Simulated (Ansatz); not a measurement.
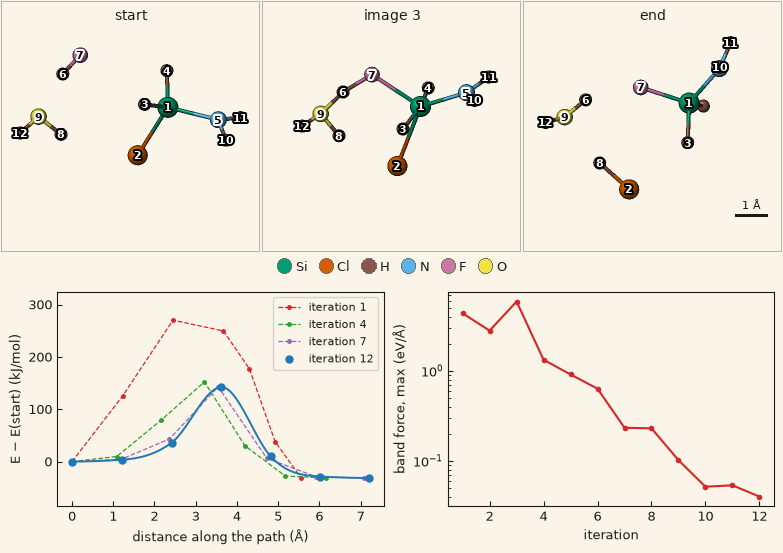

A search for the minimum-energy path of SiNH7OClF by the nudged elastic band. Images are numbered from 0 (start) to 6 (end). The plot follows the band through its iterations. Style: ball-and-stick. Shown at a tilt.

Method: Ansatz 0.2.0, RHF/def2-SVP. Settings: 5 movable images; climbing image; force threshold 0.05 eV/Å; iteration limit 60; starting path through a guess of the saddle point.

### Judge this run.

The result is final at these settings. The band converged in 12 iterations. The largest component of the band force went from 4.3 to 0.04 eV/Å. The climbing image converged on the top of the path. Its vibrational analysis gives one imaginary mode (507i cm⁻¹), as a transition state must have. The first iteration put the highest image at 270.2 kJ/mol. The highest point, image 3, lies 142.3 kJ/mol above the start and 173.5 kJ/mol above the end; the end is at −31.2 kJ/mol relative to the start.

The run took 74 s on 2 threads of AMD EPYC 7R43 64-Core Processor (Zen 3) (shared host), peak memory 0.27 GiB.
